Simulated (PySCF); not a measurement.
# W6 (W6): the cost of one run

Computed with PySCF 2.14.0. Level: PBE, W def2-SVP with ECP60; scalar-relativistic core potentials, no spin–orbit coupling.

9 further runs of the same task are left out: 2 for a known fault of the program, 7 that didn't finish. Runs told in other sessions of the task aren't counted.

**1. Starting geometry**

6 atoms, charge 0, spin multiplicity 3.

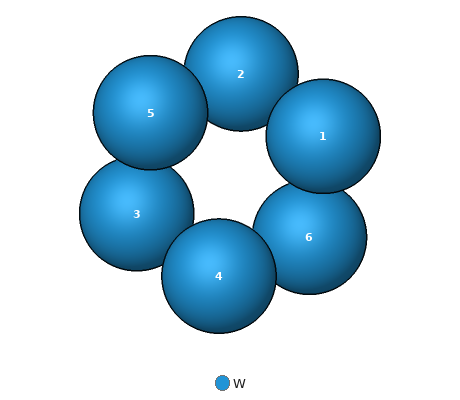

The geometry (tungsten blue); atoms are numbered from 1 in the order of the file.

Coordinates:

```xyz
6
W6
W     1.7539    0.0005    0.0001
W    -0.0005    1.8089    0.0000
W    -1.7539   -0.0005   -0.0001
W     0.0005   -1.8089    0.0000
W    -0.0001    0.0000    1.8089
W     0.0001    0.0000   -1.8089
```

An earlier session relaxed this geometry at PBE, W def2-SVP with ECP60 (triplet, point group D4h).

Its energy there is -402.707206 Eh.

**2. Multiplicity 5 at the relaxed geometry**

The input, run.py (the lines that set the calculation):

```python
mol = gto.M(atom='''
W      1.75393     0.00046     0.00012
W     -0.00048     1.80889     0.00000
W     -1.75393    -0.00046    -0.00012
W      0.00048    -1.80888     0.00000
W     -0.00012     0.00000     1.80892
W      0.00012     0.00000    -1.80891''',
    basis={'W': 'def2-SVP'},
    ecp={'W': 'def2-SVP'},
    charge=0, spin=4)
mf = dft.UKS(mol, xc='PBE')
mf.grids.atom_grid = (50, 194)
mf = mf.density_fit()  # fitting sets: W def2-universal-JKFIT
mf.conv_tol = 1e-08; mf.max_cycle = 55
mf.kernel(dm0)  # dm0: free metal ions and neutral atoms
```

The run is started by

```bash
$ OMP_NUM_THREADS=4 python run.py
```

**Question.** How long does this run take on 4 threads of Arm Neoverse V1, shared host?

About 25 s.
